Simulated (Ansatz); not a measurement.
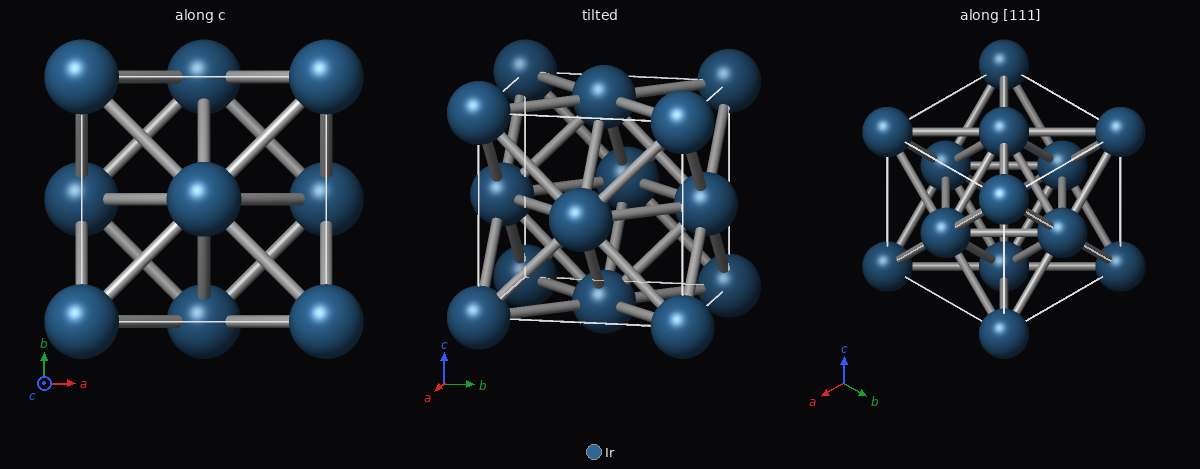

This ball-and-stick model is shown along the c axis, slightly off an axis and along [111]. One conventional unit cell is framed, with atoms on its boundary repeated.

Contacts drawn as bonds: Ir–Ir up to 3.04 Å (cut-off distances).

Question: Count the atoms in the cell.

Answer: 4 (iridium), counting shared atoms by their share.

Question: Which Bravais lattice does it have?

Answer: Face-centred cubic.

Question: Is the bonded network molecular, chain-like, layered or three-dimensional?

Answer: The bonds build a three-dimensional framework.

The model was built from the standard structure of this element. Earlier steps of the study, as a rule a relaxation of our own, may have changed the cell and positions, so they can lie some per cent off the listed ones. A calculation with Ansatz used it as input.
